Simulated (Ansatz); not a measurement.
LiNbO$_{3}$ (LiNbO3 type, space group R3c)

```cif
data_Li2Nb2O6
_chemical_formula_sum 'Li2 Nb2 O6'
_space_group_name_H-M_alt 'P 1'
_space_group_IT_number 1
_cell_length_a 5.47951
_cell_length_b 5.47951
_cell_length_c 5.47951
_cell_angle_alpha 55.877
_cell_angle_beta 55.877
_cell_angle_gamma 55.877
loop_
_space_group_symop_operation_xyz
  'x, y, z'
loop_
_atom_site_label
_atom_site_type_symbol
_atom_site_fract_x
_atom_site_fract_y
_atom_site_fract_z
_atom_site_occupancy
Li1 Li 0.70259 0.70259 0.70259 1
Li2 Li 0.20259 0.20259 0.20259 1
Nb1 Nb 0.98497 0.98497 0.98497 1
Nb2 Nb 0.48497 0.48497 0.48497 1
O1 O 0.62340 0.87401 0.26474 1
O2 O 0.87401 0.26474 0.62340 1
O3 O 0.26474 0.62340 0.87401 1
O4 O 0.76474 0.37401 0.12340 1
O5 O 0.37401 0.12340 0.76474 1
O6 O 0.12340 0.76474 0.37401 1
```

Equation-of-state scan: isotropic scaling of the cell above, V₀ being its volume. The atoms relax within the cell's symmetry.

These are PBEsol (plane waves to 420 eV, PAW, scalar-relativistic; Ansatz, a first-principles code) values and carry that method's errors. k mesh 8×8×8 (Γ-centred), Fermi-Dirac smearing 0.05 eV. The energy includes the smearing's −TS. The points do not follow one Birch-Murnaghan curve well, so no fit is quoted. LiNbO3 is run without spin polarisation. LiNbO3 was relaxed with its symmetry unable to fall. The zero of ΔE is the relaxed starting cell.

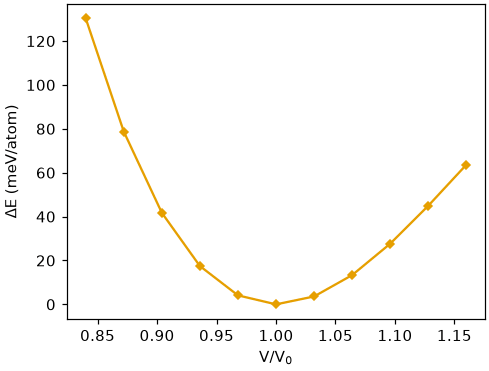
Fig. 1. ΔE (meV/atom) against V/V₀; one marker a computed point.

### Question
What is ΔE at V/V₀ = 0.840?

### Answer
About 130 meV/atom.

### Question
What is ΔE at V/V₀ = 1.160?

### Answer
About 64 meV/atom.

(Under strain, the slope of the energy per volume gives the stress and its curvature an elastic modulus.)
